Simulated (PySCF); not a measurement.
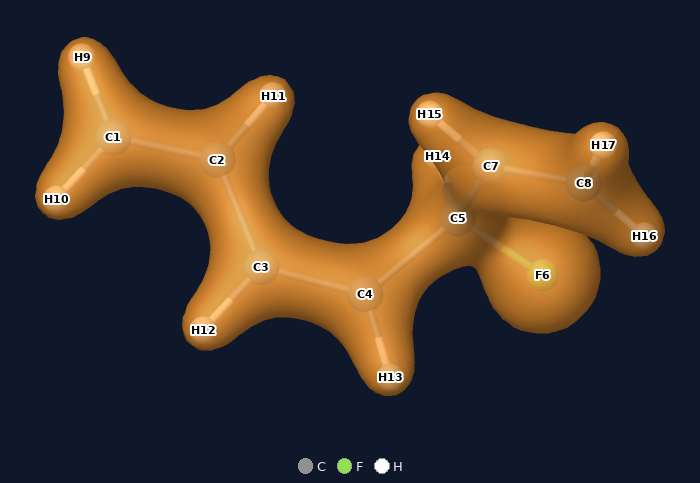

Figure. C7H9F (SMILES C=C/C=C\[C@H](F)C=C). Isosurface of the electron density at 1 e/Å³ (orange), seen at a tilt.

Geometry: GFN2-xTB.

Method: PySCF, PBE0/def2-SVPD, SCF density, gas phase.

Input file:

```
{"job": {"kind": "uv", "xc": "PBE0", "basis": "def2-SVPD", "nstates": 6, "ntriplets": 2}, "charge": 0, "multiplicity": 1}
C     -3.060651     0.835374     0.306480
C     -1.853931     0.453682    -0.100210
C     -1.258372    -0.808203     0.279223
C     -0.033320    -1.225879    -0.039734
C      0.986871    -0.453365    -0.826111
F      1.881564    -1.341101    -1.392337
C      1.702588     0.515432     0.077968
C      2.976960     0.427438     0.404581
H     -3.491791     1.776683     0.012357
H     -3.657168     0.216232     0.956429
H     -1.274582     1.100096    -0.745095
H     -1.886145    -1.455382     0.877937
H      0.324715    -2.186479     0.301117
H      0.529314     0.082706    -1.669996
H      1.060990     1.293160     0.467083
H      3.604224    -0.356169     0.014375
H      3.441734     1.137803     1.066024
```

Command:

```sh
OMP_NUM_THREADS=1 python probes_run.py task.json out
```

**How is the density connected at this value?**

At this value the surface is in one piece. It bridges the sampled C–C (1.32 Å), C–F (1.38 Å), C–H (1.08 Å) and C–C (1.45 Å) contacts, where the density stays above the isovalue. On the grid the lowest density along these lines, outside the cores, is 2.3 e/Å³ (C–C, 1.32 Å), 1.6 e/Å³ (C–F, 1.38 Å), 1.9 e/Å³ (C–H, 1.08 Å) and 1.9 e/Å³ (C–C, 1.45 Å).
